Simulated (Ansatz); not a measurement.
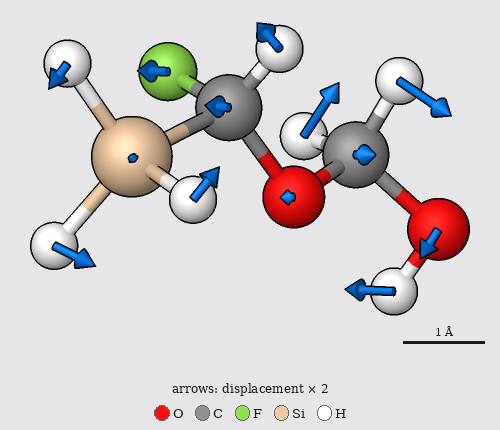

A relaxation of C2H7FO2Si. The starting structure is drawn; blue arrows show the displacements, magnified 2 times. The two geometries are superimposed by the best rigid fit.

The picture is a ball-and-stick view, seen from a free direction.

The run prepares an end point of a later path (hydrogen shift) calculation, from a guessed geometry.

Level of theory: Ansatz 0.2.0, RKS PBE/STO-3G. Settings: no spin polarisation; force threshold 0.02 eV/Å; at most 50 steps.

Which element moves most?

Hydrogen: up to 0.49 Å, against 0.26 Å for fluorine.

What did the optimiser do to the structure, and how much energy did it gain?

The atom that moves furthest after the best rigid fit is an H atom (0.49 Å). By element the largest moves are H 0.49 Å, F 0.26 Å, O 0.23 Å, C 0.20 Å, Si 0.05 Å. Some distances before and after: C–H 1.042 → 1.138 Å, H–Si 1.542 → 1.455 Å, C–O 1.426 → 1.503 Å, H–Si 1.510 → 1.456 Å. Bond angles that change, for instance: O–C–Si 112.4° → 105.4°, O–C–F 103.9° → 110.6°, F–C–Si 107.4° → 113.9°. Groups turn about C–O by about 20°. Over 12 accepted moves (13 points after the start) the energy falls by 74.0 kJ/mol. The largest force component goes from 4.2 to 0.018 eV/Å. The line search rejected the trial step at point 7 of the run.

Limits of the set-up: STO-3G is a minimal basis, so the numbers are rough.
